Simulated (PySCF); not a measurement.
**Run report: In₃F₉, excited-state calculation**

- system: In₃F₉
- method: TDDFT PBE0/def2-SVPD, vertical, gas phase, core orbitals frozen in the response (PySCF 2.14.0)

The geometry comes from this level: PBE0-D3(BJ)/def2-SVP. It belongs to a series of runs on one base structure; here: bridge F.

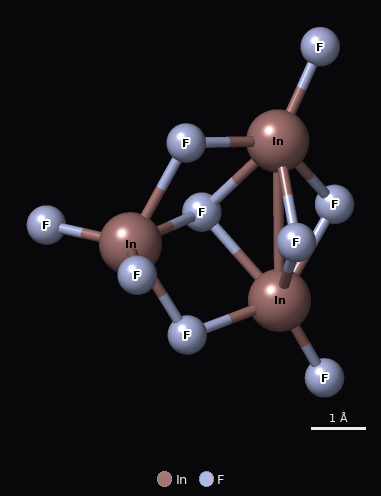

The input geometry (ball-and-stick view, seen at a tilt). Sticks mark near contacts.

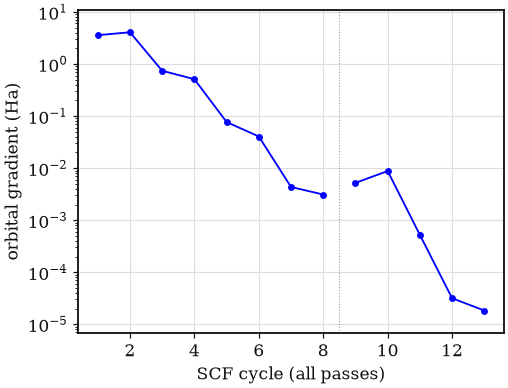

Convergence of the self-consistent field: orbital gradient against the SCF cycle. The dotted line marks the change from a coarse to the final integration grid. The first 8 cycles use a coarse grid, the final grid takes over at cycle 9, and the field converges after 13 cycles in all.

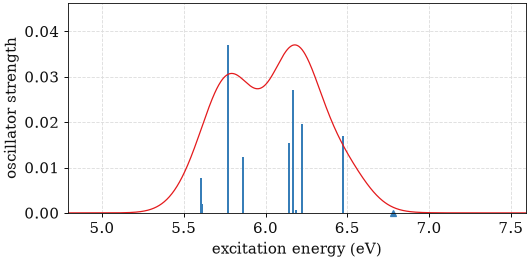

Computed excitations as sticks (degenerate states added up, dark ones marked on the axis), with a Gaussian envelope of 0.35 eV full width at half maximum, scaled to the tallest. Of the 10 states the lowest lies at 5.61 eV (f = 0.008); the strongest line is at 5.77 eV, or 215 nm (f = 0.037).

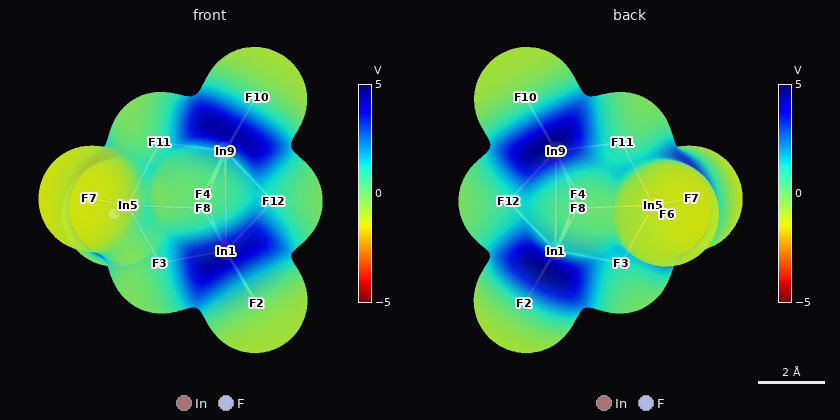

The electrostatic potential painted on the density surface at 0.002 e/bohr³, seen at a tilt and from behind; the colour scale runs from red (negative) to blue (positive). A positive charge is drawn to the negative regions and a negative charge to the positive ones.

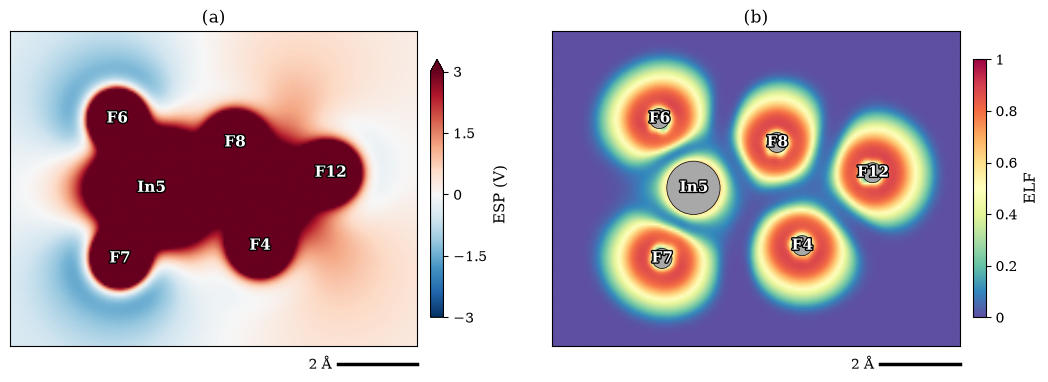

(a) electrostatic potential; (b) electron localisation function on the plane of atoms F6, In5 and F7. Grey discs, where drawn, cover atomic cores. The section cuts through F and In sites. In–F (1.94 Å): the ELF peaks at about 0.80 in the valence shell of F, 0.5 Å from its nucleus, and drops to about 0.10 between the two atoms.

The input that produced these results follows, with the program's output.

The input
```
{"job": {"kind": "uv", "xc": "PBE0", "basis": "def2-SVPD", "ip": true, "nstates": 10}, "charge": 0, "multiplicity": 1}
In    -1.208726     1.321419    -0.356395
F     -2.514188     2.592493    -0.975161
F      0.014991     0.707570    -1.905190
F      0.603177     1.343196     0.748725
In     1.269833    -0.920277    -1.239529
F      0.622724    -2.571421    -2.015059
F      2.942603     0.012376    -1.529579
F     -0.776497    -0.799484    -0.020821
In     0.052501    -0.326989     1.942097
F      0.085302    -0.846560     3.793776
F      1.559529    -1.256613     0.876631
F     -1.715189     0.821954     1.645940
```

The first line tells a small driver script what to run in PySCF; the rest is the geometry in Å.

Command:
```bash
OMP_NUM_THREADS=1 python <driver script> task.json out
```

What the program printed
```
coarse grid: 71960 points
cycle   1  E = -1465.2441766013  dE = -6.334e+01  |g| = 3.579e+00  |ddm| = 2.714e+01
cycle   2  E = -1465.0231843559  dE =  2.210e-01  |g| = 4.071e+00  |ddm| = 1.810e+01
cycle   3  E = -1467.7623228703  dE = -2.739e+00  |g| = 7.409e-01  |ddm| = 5.145e+00
cycle   4  E = -1467.8043849520  dE = -4.206e-02  |g| = 5.113e-01  |ddm| = 9.941e-01
cycle   5  E = -1467.8481039040  dE = -4.372e-02  |g| = 7.681e-02  |ddm| = 4.458e-01
cycle   6  E = -1467.8488145924  dE = -7.107e-04  |g| = 4.051e-02  |ddm| = 8.039e-02
cycle   7  E = -1467.8491060172  dE = -2.914e-04  |g| = 4.345e-03  |ddm| = 3.621e-02
cycle   8  E = -1467.8491079232  dE = -1.906e-06  |g| = 3.112e-03  |ddm| = 6.767e-03
final grid: 146568 points
cycle   9  E = -1467.8485843269  dE =  1.612e-06  |g| = 5.216e-03  |ddm| = 9.089e-03
cycle  10  E = -1467.8485760525  dE =  8.274e-06  |g| = 8.792e-03  |ddm| = 1.075e-02
cycle  11  E = -1467.8485887624  dE = -1.271e-05  |g| = 5.225e-04  |ddm| = 6.836e-03
cycle  12  E = -1467.8485888071  dE = -4.475e-08  |g| = 3.170e-05  |ddm| = 3.864e-04
cycle  13  E = -1467.8485888072  dE = -1.269e-10  |g| = 1.842e-05  |ddm| = 5.663e-05
converged SCF energy = -1467.8485888072

Static polarisability (au): isotropic 83.188, principal 71.131 88.252 90.181

Singlet excitations
state   eV       nm        f      main configurations
  1   5.6051    221.2   0.00777   H->L 0.91
  2   5.6113    221.0   0.00206   H-1->L 0.91
  3   5.7706    214.9   0.03701   H-2->L 0.93
  4   5.8633    211.5   0.01240   H-3->L 0.92
  5   6.1405    201.9   0.01530   H-5->L 0.77, H-6->L+1 0.10
  6   6.1700    200.9   0.02718   H-6->L 0.70, H-5->L+1 0.11
  7   6.1882    200.4   0.00062   H-7->L 0.81, H-8->L+1 0.13
  8   6.2253    199.2   0.01955   H-8->L 0.80, H-7->L+1 0.13
  9   6.4736    191.5   0.01693   H-4->L 0.84
 10   6.7779    182.9   0.00015   H-11->L 0.82, H-12->L 0.10

Triplet excitations (Tamm-Dancoff, eV): 5.4148 5.4454 5.5259 5.6756
Vertical electron affinity (delta-SCF) = 2.6700 eV
```

Summary

| quantity | value |
| --- | --- |
| outcome | converged |
| total energy | −1467.848589 hartree |
| HOMO | −10.86 eV |
| LUMO | −4.28 eV |
| dipole moment | 2.63 D |
| mean polarisability | 83.19 a.u. |
| vertical electron affinity | 2.67 eV |
| lowest singlet excitation | 5.61 eV |
| hardware | 1 CPU thread, shared host |
| wall time | 43 min |
| peak memory | 1.6 GiB |

Remarks

Spin–orbit coupling is left out, which matters for the heavy atoms. Checks after the run noted: ip_vertical: SCF of the ion did not converge.
